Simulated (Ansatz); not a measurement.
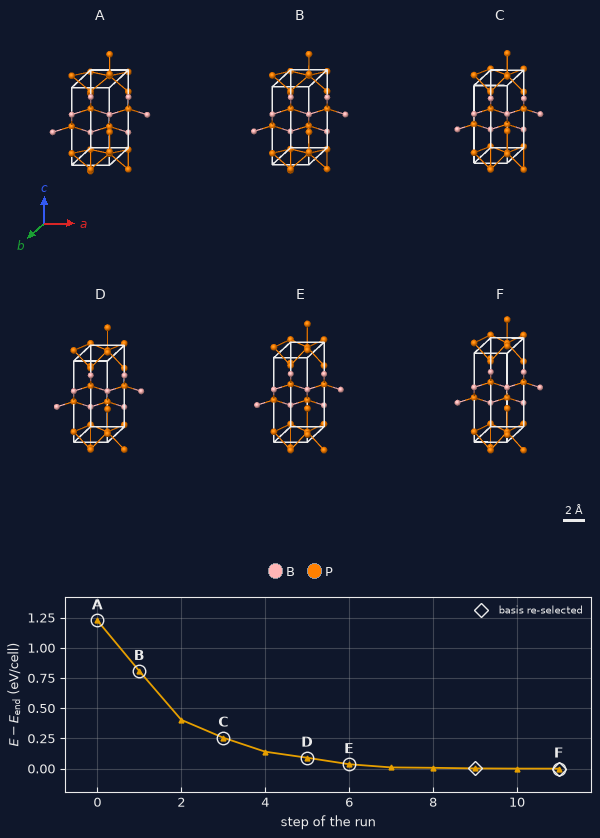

Frames of a relaxation of crystalline BP$_{4}$ (a generated structure, set up in P-6m2) (coarse preliminary run), marked on the history of the run. The picture is a ball-and-stick view of the cell of the calculation, seen from a free direction.

Theory: DFT PBE, scalar-relativistic, plane waves, PAW (Ansatz).

Input file:
```yaml
crystal:
  lattice:
    - [3.65896751, 0.0, 0.0]
    - [-1.82948376, 3.16875882, 0.0]
    - [0.0, 0.0, 8.94673731]
  atoms:
    - { symbol: B, position: [0.66666667, 0.33333333, 0.5] }
    - { symbol: P, position: [0.33333333, 0.66666667, 0.12663373] }
    - { symbol: P, position: [0.33333333, 0.66666667, 0.87336627] }
    - { symbol: P, position: [0.0, 0.0, 0.5] }
    - { symbol: P, position: [0.66666667, 0.33333333, 0.0] }
basis:
  ecutwfc: 420
kpoints:
  mp_grid: { grid: [6, 6, 2] }
hamiltonian:
  xc: pbe
scf:
  occupations: { method: gaussian, width: 0.1 }
  lower_state_search: "off"
output:
  forces: true
  stress: true
  eigenvalues: true
relax:
  adjacent_minimum: "off"
  f_tol: 0.04
  max_steps: 70
  cell: { stress_tol: 0.4 }
```

Launched with:
```bash
ansatz run input.yaml --threads 1 --pin off --max-ram 2560MiB --backend cpu --events-out ev --progress --plain --runs-dir out
```

**What happens along the run?**

Over 9 accepted moves (11 points after the start) the energy falls by 1.227 eV per cell of the calculation. The largest force component goes from 0.29 to 0.026 eV/Å. Pressure: −7.18 GPa at the start and 0.11 GPa at the end. At 2 points the geometry stayed and the basis and grid were re-selected for the new cell (energy shift of 4.9 meV per cell of the calculation at most each time). The largest moves relative to the cell, 0.23 Å, are those of P2 and P3. P2 goes along +c. B stays in place. The volume changes by −12.9 %, with a = b 3.659 → 3.195 Å (−12.7 %), c 8.947 → 10.220 Å (+14.2 %). Near-neighbour distances that change, for instance: P2–P3 2.266 → 3.045 Å, B1–P4 2.113 → 1.845 Å, P2–P5 2.397 → 2.392 Å. Among the angles between lasting bonds that change: P2–P5–P3 56.4° → 79.1°, P5–P2–P5 99.5° → 83.8°, P2–P5–P3 127.7° → 134.6°. The space group stays P-6m2 (No. 187). The run took 30 s on 1 thread of Arm Neoverse V2, with other jobs on the host, peak memory 0.31 GiB. From step 0 to 1: volume −6.4 %, energy −0.419 eV per cell of the calculation. From step 1 to 3: P atoms move most (0.19 Å), volume −17.9 %, energy −0.552 eV per cell of the calculation. From step 3 to 5: P atoms move most (0.03 Å), volume +8.7 %, energy −0.166 eV per cell of the calculation. From step 5 to 6: P atoms move most (0.02 Å), volume +2.0 %, energy −53.7 meV per cell of the calculation. From step 6 to 11: P atoms move most (0.05 Å), volume +2.2 %, energy −36.4 meV per cell of the calculation.

Limits of the set-up: layers or molecules are held without a dispersion correction, so their spacing is unreliable.
